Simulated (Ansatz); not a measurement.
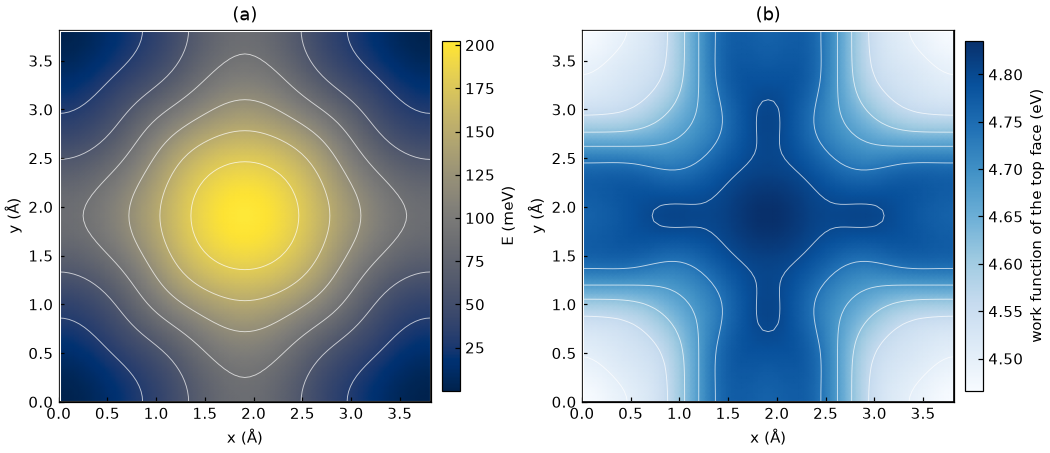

Cu on a two-dimensional sheet of SnO (4 atoms of substrate and one adsorbate in a 1 × 1 cell). Cu is moved over the surface cell at a fixed height above a rigid substrate; the origin of the map has the adsorbate above Sn4; the height is held at 3.00 Å. Places are given modulo a cell vector. The map is drawn in real space over the plane of the surface. The scan uses an 8 × 8 grid; 15 points were computed and 49 follow by symmetry. Energies: meV, counted from the lowest grid point. With one adsorbate in each 1 × 1 cell, its nearest image is 3.8 Å away, so neighbouring adsorbates interact. At a fixed height the lowest place need not be the adsorption site. Level of theory: DFT PBE+D3(BJ), scalar-relativistic, plane waves, PAW in Ansatz. Settings: cutoff 420 eV, k-mesh 7×7×1, gaussian smearing 0.05 eV, spin-polarised.

Panel (a) is the energy; panel (b) is the computed work function of the top face, in eV.

In the figure: a smooth colour map with a few white contour lines, the outline of one cell of the plane. Between grid points the surface is interpolated.

Question: How does the work function of the top face vary over the map, and what is it at the lowest grid point?

Answer: It runs from 4.47 eV at the top site over a surface Sn atom, (0/8, 0/8) of the cell vectors to 4.84 eV at a fourfold hollow over a third-layer Sn atom, (4/8, 4/8) of the cell vectors. At the lowest grid point, the top site over a surface Sn atom, (0/8, 0/8) of the cell vectors, it is 4.47 eV.

PAW datasets: the set soft_1.
